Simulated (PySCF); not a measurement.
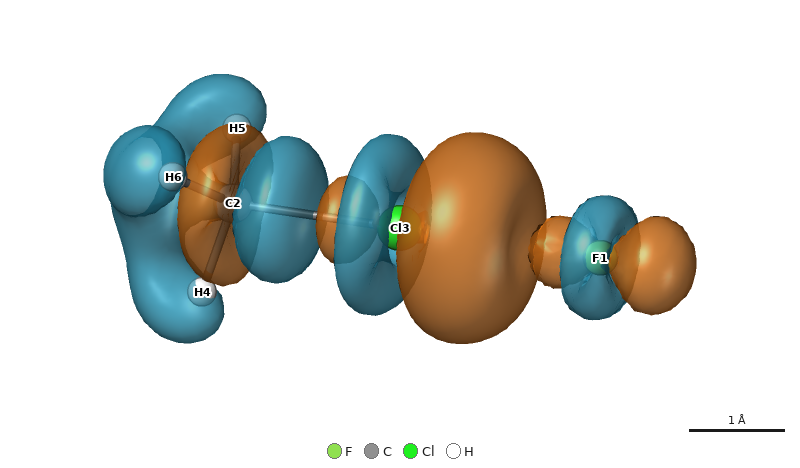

CH₃ClF, charge −1, SMILES `[F-].CCl`. Density of the complex less the densities of the two fragments at the same geometry, ±0.015 e/Å³ (light blue: gain, orange: loss). Fragment A: F(−1) (atom 1); fragment B: H3CCl.

PySCF calculation, PBE/def2-SVPD, gas phase; geometry: GFN2-xTB. GFN2-xTB bond lengths at metals and heavier atoms can be off by up to 0.1 Å and shapes distorted, which carries into these values.

Geometry (Å), atoms numbered from 1:

```
F1      -2.2115    0.0003    0.0000
C2       1.9666    0.0004    0.0000
Cl3      0.0708   -0.0003    0.0000
H4       2.3001    0.5675   -0.8592
H5       2.3001   -1.0278   -0.0618
H6       2.3001    0.4604    0.9211
```

### How is the density rearranged on binding?

Hirshfeld charges show 0.117 e passing from A to B. By Hirshfeld charges, electrons gather most on C2 (−0.090 e) and leave F1 most (+0.117 e); 0.39 e is displaced in all.

### What is the interaction energy, and which contacts carry it?

The counterpoise-corrected interaction energy of the frozen fragments is −6.1 kcal/mol without dispersion correction and −6.4 kcal/mol with D3(BJ). The pair geometry is semi-empirical, not a minimum at this level. Contacts: F1···Cl3, 2.28 Å, ρ = 0.045 a.u. The pose is a local one from a semi-empirical search, not shown to be the most stable.
